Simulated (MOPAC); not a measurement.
**SiH$_{2}$SClO$_{2}$: geometry relaxation (part 3 of 3)**

Continued. System: SiH$_{2}$SClO$_{2}$, multiplicity 2, SMILES O[Si](O)([S])Cl. Method: PM6-DH+, unrestricted, dispersion DH+ (MOPAC 23.2.5). The atoms were displaced at random from an optimised geometry.

Geometry of the input (Å):
```
O  -0.7220  0.3967  1.0675
Si 0.0015  -0.0381  -0.2938
O  0.9825  -1.2892  0.0736
S  -1.2526  -0.5009  -1.8999
Cl 1.0625  1.5726  -1.0643
H  -1.3360  1.1183  1.0479
H  1.2882  -1.3459  0.9757
```

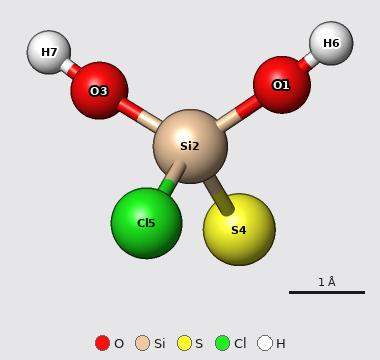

Figure 1. The geometry at step 47 of the log (ball-and-stick view, seen at a tilt; atoms are numbered from 1 in the order of the input).

### Trajectory as extended XYZ, continued
```
7
Properties=species:S:1:pos:R:3:forces:R:3 step=33 energy=-8.15994
O    -0.8780    0.6066    0.8125   -0.0273  -0.0044  -0.0208
Si    0.0195    0.0628   -0.3220    0.0118  -0.0162   0.0064
O     0.9068   -1.1510    0.0305    0.0272   0.0222  -0.0107
S    -1.2555   -0.6956   -1.7647   -0.0311  -0.0090   0.0509
Cl    1.1835    1.5579   -0.9447    0.0303  -0.0016   0.0317
H    -1.3401    0.8610    1.5424   -0.0156   0.0189  -0.0295
H     1.4192   -1.8219    0.3455    0.0046  -0.0100  -0.0281
7
Properties=species:S:1:pos:R:3:forces:R:3 step=34 energy=-8.16227
O    -0.8956    0.6027    0.7902   -0.0230   0.0220   0.1336
Si    0.0242    0.0565   -0.3217    0.0733   0.0681  -0.0531
O     0.9282   -1.1465    0.0284   -0.0633   0.0202  -0.0062
S    -1.2692   -0.6910   -1.7500   -0.0355  -0.0251   0.0051
Cl    1.1911    1.5587   -0.9384   -0.0111  -0.0555   0.0405
H    -1.3494    0.8711    1.5275    0.0030  -0.0159  -0.1121
H     1.4208   -1.8324    0.3364    0.0566  -0.0138  -0.0079
7
Properties=species:S:1:pos:R:3:forces:R:3 step=35 energy=-8.16348
O    -0.8928    0.6105    0.7934    0.0497  -0.0391  -0.0445
Si    0.0285    0.0621   -0.3236   -0.1283  -0.0417   0.0258
O     0.9220   -1.1516    0.0186   -0.0244   0.0590   0.0021
S    -1.2704   -0.7032   -1.7470    0.0314   0.0396   0.0612
Cl    1.1926    1.5620   -0.9301    0.0423   0.0031  -0.0082
H    -1.3609    0.8828    1.5133   -0.0074  -0.0034  -0.0299
H     1.4210   -1.8357    0.3212    0.0366  -0.0176  -0.0064
7
Properties=species:S:1:pos:R:3:forces:R:3 step=36 energy=-8.16376
O    -0.8946    0.6040    0.7966    0.0447  -0.0021  -0.0685
Si    0.0227    0.0640   -0.3242   -0.0240  -0.0214   0.0184
O     0.9232   -1.1416    0.0180   -0.0129  -0.0246   0.0116
S    -1.2697   -0.7028   -1.7468   -0.0161   0.0172   0.0155
Cl    1.1971    1.5566   -0.9310    0.0173   0.0297  -0.0069
H    -1.3585    0.8822    1.5127   -0.0491   0.0117   0.0335
H     1.4204   -1.8285    0.3188    0.0401  -0.0104  -0.0036
7
Properties=species:S:1:pos:R:3:forces:R:3 step=37 energy=-8.16399
O    -0.8933    0.6061    0.7883   -0.0396   0.0219   0.0596
Si    0.0237    0.0599   -0.3237    0.1017   0.0412  -0.0096
O     0.9227   -1.1463    0.0188    0.0177  -0.0422   0.0135
S    -1.2694   -0.7007   -1.7413   -0.0652  -0.0198  -0.0486
Cl    1.1955    1.5610   -0.9299   -0.0040  -0.0341   0.0086
H    -1.3625    0.8830    1.5063   -0.0189   0.0017  -0.0110
H     1.4240   -1.8358    0.3147    0.0083   0.0313  -0.0125
7
Properties=species:S:1:pos:R:3:forces:R:3 step=38 energy=-8.16435
O    -0.8975    0.6076    0.7863    0.0162   0.0028   0.0048
Si    0.0264    0.0614   -0.3239    0.0034   0.0030  -0.0038
O     0.9266   -1.1461    0.0145   -0.0165  -0.0125   0.0129
S    -1.2735   -0.7044   -1.7384   -0.0175   0.0117  -0.0123
Cl    1.1982    1.5612   -0.9259    0.0079  -0.0109  -0.0075
H    -1.3682    0.8898    1.4994   -0.0256  -0.0013   0.0059
H     1.4232   -1.8377    0.3075    0.0321   0.0074   0.0001
7
Properties=species:S:1:pos:R:3:forces:R:3 step=39 energy=-8.16396
O    -0.8927    0.6081    0.7933   -0.0058  -0.0008   0.0109
Si    0.0264    0.0624   -0.3236   -0.0757  -0.0470   0.0026
O     0.9231   -1.1482    0.0200   -0.0228   0.0388  -0.0093
S    -1.2720   -0.7031   -1.7473    0.0316   0.0406   0.0628
Cl    1.1950    1.5604   -0.9301    0.0228  -0.0014  -0.0037
H    -1.3641    0.8830    1.5134    0.0197  -0.0195  -0.0627
H     1.4249   -1.8326    0.3176    0.0303  -0.0106  -0.0006
7
Properties=species:S:1:pos:R:3:forces:R:3 step=40 energy=-8.16433
O    -0.8930    0.6110    0.7864   -0.0222  -0.0028   0.0054
Si    0.0283    0.0617   -0.3242   -0.0212  -0.0410   0.0220
O     0.9227   -1.1507    0.0154    0.0202  -0.0015  -0.0024
S    -1.2733   -0.7059   -1.7382   -0.0023   0.0229   0.0008
Cl    1.1962    1.5633   -0.9245    0.0292  -0.0082  -0.0194
H    -1.3758    0.8913    1.4935    0.0034  -0.0075  -0.0031
H     1.4295   -1.8402    0.3016   -0.0071   0.0382  -0.0033
7
Properties=species:S:1:pos:R:3:forces:R:3 step=41 energy=-8.16438
O    -0.8977    0.6052    0.7865    0.0028   0.0133   0.0130
Si    0.0249    0.0601   -0.3237    0.0504   0.0350  -0.0111
O     0.9281   -1.1439    0.0164   -0.0179  -0.0281   0.0105
S    -1.2737   -0.7016   -1.7389   -0.0357  -0.0044  -0.0287
Cl    1.1986    1.5596   -0.9274   -0.0059  -0.0190   0.0010
H    -1.3685    0.8882    1.4991   -0.0295   0.0010   0.0131
H     1.4257   -1.8344    0.3098    0.0357   0.0021   0.0022
7
Properties=species:S:1:pos:R:3:forces:R:3 step=42 energy=-8.16467
O    -0.8954    0.6072    0.7878   -0.0073   0.0049   0.0067
Si    0.0264    0.0607   -0.3237   -0.0001  -0.0054   0.0020
O     0.9260   -1.1467    0.0176   -0.0067  -0.0055  -0.0009
S    -1.2739   -0.7024   -1.7405   -0.0081   0.0132   0.0027
Cl    1.1972    1.5605   -0.9274    0.0106  -0.0118  -0.0054
H    -1.3713    0.8877    1.4993   -0.0077  -0.0059  -0.0061
H     1.4287   -1.8350    0.3088    0.0193   0.0106   0.0010
7
Properties=species:S:1:pos:R:3:forces:R:3 step=43 energy=-8.16475
O    -0.8955    0.6071    0.7875   -0.0099   0.0046   0.0059
Si    0.0268    0.0605   -0.3236   -0.0059  -0.0082   0.0042
O     0.9264   -1.1469    0.0182   -0.0047  -0.0038  -0.0044
S    -1.2745   -0.7017   -1.7404   -0.0037   0.0129   0.0055
Cl    1.1972    1.5602   -0.9275    0.0124  -0.0104  -0.0059
H    -1.3732    0.8875    1.4980   -0.0034  -0.0068  -0.0071
H     1.4311   -1.8344    0.3082    0.0153   0.0117   0.0018
7
Properties=species:S:1:pos:R:3:forces:R:3 step=44 energy=-8.16500
O    -0.8977    0.6045    0.7867   -0.0088   0.0035  -0.0128
Si    0.0277    0.0586   -0.3225   -0.0195  -0.0093   0.0061
O     0.9303   -1.1458    0.0226    0.0014  -0.0013  -0.0198
S    -1.2781   -0.6958   -1.7404    0.0112   0.0040   0.0160
Cl    1.1979    1.5566   -0.9296    0.0123  -0.0006  -0.0010
H    -1.3837    0.8837    1.4915    0.0046  -0.0044   0.0042
H     1.4464   -1.8267    0.3080   -0.0012   0.0081   0.0072
7
Properties=species:S:1:pos:R:3:forces:R:3 step=45 energy=-8.16506
O    -0.8985    0.6045    0.7860   -0.0108   0.0061  -0.0013
Si    0.0273    0.0584   -0.3225   -0.0088   0.0035   0.0001
O     0.9307   -1.1454    0.0215   -0.0041   0.0002  -0.0143
S    -1.2781   -0.6962   -1.7397    0.0044   0.0016   0.0087
Cl    1.1985    1.5567   -0.9293    0.0066  -0.0051   0.0009
H    -1.3832    0.8843    1.4920    0.0059  -0.0064  -0.0022
H     1.4454   -1.8262    0.3082    0.0068   0.0001   0.0080
7
Properties=species:S:1:pos:R:3:forces:R:3 step=46 energy=-8.16511
O    -0.8998    0.6040    0.7858    0.0016   0.0031  -0.0050
Si    0.0268    0.0586   -0.3224    0.0022   0.0083  -0.0026
O     0.9313   -1.1446    0.0207   -0.0051  -0.0030  -0.0055
S    -1.2780   -0.6957   -1.7393   -0.0041  -0.0030   0.0000
Cl    1.1992    1.5559   -0.9295    0.0024  -0.0033   0.0031
H    -1.3822    0.8828    1.4930   -0.0045  -0.0008   0.0055
H     1.4458   -1.8247    0.3097    0.0076  -0.0013   0.0045
7
Properties=species:S:1:pos:R:3:forces:R:3 step=47 energy=-8.16513
O    -0.9005    0.6041    0.7853   -0.0003   0.0036   0.0005
Si    0.0266    0.0586   -0.3224    0.0033   0.0083  -0.0044
O     0.9317   -1.1444    0.0202   -0.0046  -0.0012  -0.0021
S    -1.2785   -0.6957   -1.7388   -0.0041  -0.0031  -0.0013
Cl    1.1999    1.5555   -0.9293    0.0002  -0.0024   0.0033
H    -1.3835    0.8824    1.4927   -0.0005  -0.0021   0.0003
H     1.4477   -1.8232    0.3096    0.0060  -0.0031   0.0036
7
Properties=species:S:1:pos:R:3:forces:R:3 step=48 energy=-8.16515
O    -0.9008    0.6043    0.7852    0.0011   0.0009  -0.0010
Si    0.0266    0.0588   -0.3225    0.0013   0.0013  -0.0020
O     0.9316   -1.1445    0.0197   -0.0012   0.0003   0.0012
S    -1.2789   -0.6958   -1.7386   -0.0030  -0.0016  -0.0007
Cl    1.2003    1.5553   -0.9291    0.0007   0.0005   0.0018
H    -1.3843    0.8816    1.4927    0.0002  -0.0009  -0.0001
H     1.4492   -1.8221    0.3099    0.0008  -0.0005   0.0007
7
Properties=species:S:1:pos:R:3:forces:R:3 step=49 energy=-8.16516
O    -0.9008    0.6044    0.7850    0.0004  -0.0007  -0.0012
Si    0.0267    0.0589   -0.3226    0.0004  -0.0010  -0.0009
O     0.9317   -1.1445    0.0197    0.0004   0.0010   0.0018
S    -1.2791   -0.6960   -1.7385   -0.0022  -0.0001   0.0003
Cl    1.2005    1.5554   -0.9289    0.0011   0.0007   0.0009
H    -1.3844    0.8813    1.4926    0.0008  -0.0007  -0.0007
H     1.4495   -1.8220    0.3100   -0.0009   0.0009  -0.0001
7
Properties=species:S:1:pos:R:3:forces:R:3 step=50 energy=-8.16516
O    -0.9012    0.6043    0.7841    0.0009  -0.0020   0.0006
Si    0.0269    0.0588   -0.3230   -0.0015  -0.0060   0.0018
O     0.9323   -1.1443    0.0198   -0.0001   0.0016   0.0018
S    -1.2802   -0.6959   -1.7381    0.0019   0.0012   0.0014
Cl    1.2010    1.5553   -0.9284    0.0012   0.0019  -0.0014
H    -1.3850    0.8806    1.4920    0.0018  -0.0004  -0.0024
H     1.4509   -1.8213    0.3105   -0.0042   0.0037  -0.0017
7
Properties=species:S:1:pos:R:3:forces:R:3 step=51 energy=-8.16516
O    -0.9009    0.6043    0.7845    0.0003  -0.0015  -0.0008
Si    0.0268    0.0588   -0.3229   -0.0004  -0.0023   0.0008
O     0.9320   -1.1444    0.0199    0.0005   0.0010   0.0013
S    -1.2797   -0.6959   -1.7383   -0.0004   0.0007   0.0007
Cl    1.2007    1.5554   -0.9286    0.0011   0.0009  -0.0005
H    -1.3845    0.8809    1.4922    0.0007  -0.0003  -0.0008
H     1.4501   -1.8216    0.3105   -0.0018   0.0016  -0.0007
7
Properties=species:S:1:pos:R:3:forces:R:3 step=52 energy=-8.16516
O    -0.9009    0.6041    0.7845    0.0001  -0.0009  -0.0007
Si    0.0268    0.0587   -0.3230   -0.0001  -0.0006   0.0004
O     0.9321   -1.1443    0.0200    0.0003   0.0003   0.0006
S    -1.2798   -0.6958   -1.7383   -0.0004   0.0003   0.0005
Cl    1.2007    1.5554   -0.9286    0.0008   0.0003  -0.0003
H    -1.3843    0.8808    1.4922    0.0002  -0.0002  -0.0003
H     1.4499   -1.8216    0.3107   -0.0008   0.0008  -0.0002
7
Properties=species:S:1:pos:R:3:forces:R:3 step=53 energy=-8.16516
O    -0.9010    0.6038    0.7843   -0.0001   0.0001   0.0001
Si    0.0268    0.0586   -0.3231    0.0007   0.0005  -0.0003
O     0.9322   -1.1441    0.0203    0.0000  -0.0001  -0.0002
S    -1.2801   -0.6957   -1.7382   -0.0001   0.0001   0.0001
Cl    1.2009    1.5554   -0.9286   -0.0001  -0.0003  -0.0003
H    -1.3842    0.8806    1.4921   -0.0006   0.0000   0.0003
H     1.4500   -1.8213    0.3110    0.0002  -0.0005   0.0003
7
Properties=species:S:1:pos:R:3:forces:R:3 step=54 energy=-8.16516
O    -0.9010    0.6039    0.7843    0.0000  -0.0001   0.0000
Si    0.0268    0.0586   -0.3231    0.0002   0.0002   0.0000
O     0.9323   -1.1441    0.0202    0.0001   0.0001  -0.0001
S    -1.2801   -0.6957   -1.7382    0.0000   0.0001   0.0002
Cl    1.2009    1.5554   -0.9286    0.0002  -0.0001  -0.0003
H    -1.3843    0.8806    1.4921   -0.0003   0.0000   0.0001
H     1.4501   -1.8213    0.3110   -0.0001  -0.0002   0.0002
7
Properties=species:S:1:pos:R:3:forces:R:3 step=55 energy=-8.16516
O    -0.9010    0.6038    0.7842    0.0002  -0.0001   0.0000
Si    0.0269    0.0586   -0.3231   -0.0001   0.0001   0.0002
O     0.9323   -1.1441    0.0203    0.0000   0.0002   0.0000
S    -1.2801   -0.6956   -1.7382    0.0001   0.0000   0.0002
Cl    1.2009    1.5554   -0.9286    0.0003   0.0000  -0.0003
H    -1.3844    0.8806    1.4920   -0.0002  -0.0001  -0.0001
H     1.4501   -1.8213    0.3110   -0.0002   0.0000   0.0001
7
Properties=species:S:1:pos:R:3:forces:R:3 step=56 energy=-8.16516
O    -0.9010    0.6038    0.7842    0.0002   0.0000   0.0000
Si    0.0269    0.0586   -0.3231    0.0000  -0.0001   0.0001
O     0.9323   -1.1441    0.0203    0.0000   0.0001   0.0000
S    -1.2801   -0.6956   -1.7382    0.0000   0.0000   0.0002
Cl    1.2009    1.5554   -0.9286    0.0002   0.0000  -0.0002
H    -1.3844    0.8806    1.4920   -0.0002  -0.0002  -0.0001
H     1.4501   -1.8213    0.3110   -0.0003   0.0000   0.0001
7
Properties=species:S:1:pos:R:3:forces:R:3 step=57 energy=-8.16516
O    -0.9011    0.6037    0.7842    0.0003   0.0007   0.0001
Si    0.0269    0.0586   -0.3230    0.0002  -0.0002  -0.0003
O     0.9324   -1.1441    0.0203   -0.0001  -0.0001   0.0002
S    -1.2802   -0.6955   -1.7381   -0.0001  -0.0004  -0.0001
Cl    1.2009    1.5553   -0.9287    0.0000   0.0001   0.0002
H    -1.3846    0.8805    1.4919   -0.0001  -0.0003   0.0000
H     1.4501   -1.8213    0.3111   -0.0003   0.0002  -0.0001
7
Properties=species:S:1:pos:R:3:forces:R:3 step=58 energy=-8.16516
O    -0.9011    0.6038    0.7842    0.0001   0.0001  -0.0001
Si    0.0269    0.0586   -0.3231    0.0002  -0.0001   0.0000
O     0.9323   -1.1441    0.0203    0.0001   0.0001   0.0001
S    -1.2801   -0.6956   -1.7382   -0.0001   0.0001   0.0001
Cl    1.2009    1.5553   -0.9287    0.0001   0.0000  -0.0001
H    -1.3845    0.8806    1.4920   -0.0002  -0.0001   0.0000
H     1.4501   -1.8213    0.3111   -0.0002   0.0000   0.0000
7
Properties=species:S:1:pos:R:3:forces:R:3 step=59 energy=-8.16516
O    -0.9011    0.6037    0.7842    0.0001   0.0002  -0.0001
Si    0.0269    0.0586   -0.3231    0.0001  -0.0001  -0.0001
O     0.9324   -1.1441    0.0203    0.0001   0.0000   0.0001
S    -1.2801   -0.6955   -1.7382   -0.0001   0.0000   0.0001
Cl    1.2009    1.5553   -0.9287    0.0001   0.0000   0.0000
H    -1.3845    0.8805    1.4919   -0.0001  -0.0002   0.0000
H     1.4501   -1.8213    0.3111   -0.0002   0.0000   0.0000
7
Properties=species:S:1:pos:R:3:forces:R:3 step=60 energy=-8.16516
O    -0.9011    0.6037    0.7842    0.0001   0.0002   0.0000
Si    0.0269    0.0586   -0.3231    0.0001   0.0000  -0.0001
O     0.9324   -1.1441    0.0203    0.0000   0.0000   0.0001
S    -1.2802   -0.6955   -1.7382    0.0000   0.0000   0.0001
Cl    1.2009    1.5553   -0.9287    0.0001  -0.0001   0.0000
H    -1.3845    0.8805    1.4919   -0.0001  -0.0001   0.0000
H     1.4501   -1.8213    0.3111   -0.0002   0.0001   0.0000
```
